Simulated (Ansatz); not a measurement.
Cd2Sb3As

The calculation's input:

```
crystal:
  lattice:
    - [4.0960874422, -2.4e-09, 0.0]
    - [-2.048043719, 3.5473157822, 0.0]
    - [0.0, 0.0, 10.6103351941]
  atoms:
    - { symbol: Cd, position: [0.6666666667, 0.3333333333, 0.8636172964] }
    - { symbol: Cd, position: [0.3333333333, 0.6666666667, 0.1363827036] }
    - { symbol: Sb, position: [0.6666666667, 0.3333333333, 0.3232512554] }
    - { symbol: Sb, position: [0.3333333333, 0.6666666667, 0.6767487446] }
    - { symbol: Sb, position: [0.0, 0.0, 0.5] }
    - { symbol: As, position: [0.0, 0.0, 0.0] }
kpoints:
  mp_grid: { grid: [12, 12, 4] }
  band_path:
    path:
      - [0.0, 0.0, 0.0]
      - [0.5, 0.0, 0.0]
      - [0.3333333333, 0.3333333333, 0.0]
      - [0.0, 0.0, 0.5]
      - [0.5, 0.0, 0.5]
      - [0.3333333333, 0.3333333333, 0.5]
    npoints: 1
hamiltonian:
  xc: r2scan
  dispersion: rvv10
scf:
  occupations: { method: fermi_dirac, width: 0.03 }
  n_extra_bands: 5
output:
  forces: true
  stress: true
  eigenvalues: true
  write_density: true
  write_potential: true
  elf: true
  volumetric_format: npy
```

Run with:

```sh
ansatz run input.yaml --threads 2 --pin off --max-ram 2211MiB --backend cpu --events-out ev --progress --plain --runs-dir out
```

Below, planes, directions and counts refer to the conventional cell (a = 4.10 Å, b = 4.10 Å, c = 10.61 Å, α = 90.00°, β = 90.00°, γ = 120.00°).

Space group P-3m1; a structure from a database of computed crystals, not necessarily the ambient phase; started from the Eu2H3Cl-164 prototype, which need not be the ambient phase.

The calculation used Ansatz, DFT, r2SCAN+rVV10, plane waves, PAW.

Predict the valence pseudo-density and electron localisation function between the atoms.

Cd–As (2.77 Å): the density is about 0.29 e/Å³ at the midpoint; the ELF is about 0.35 at the midpoint and 0.15 at its lowest between the atoms.
Sb–Sb (3.02 Å): ρ is about 0.29 e/Å³ halfway; the ELF peaks at about 0.60 between the atoms.
Cd–Sb (3.09 Å): the density is about 0.21 e/Å³ at the midpoint; the ELF is about 0.40 at the midpoint: no localised pair shows between them.

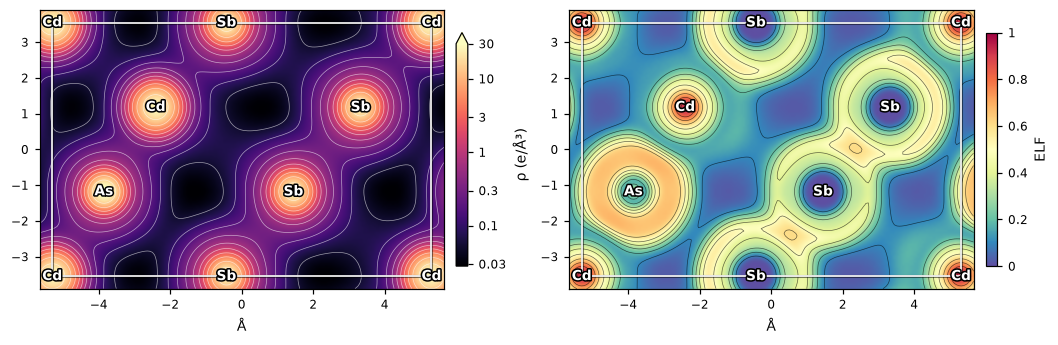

Computed valence pseudo-density and electron localisation function on the (110) plane of the conventional cell, in this order. 

The density is the valence pseudo-density of a PAW calculation; it isn't the true density close to the nuclei.
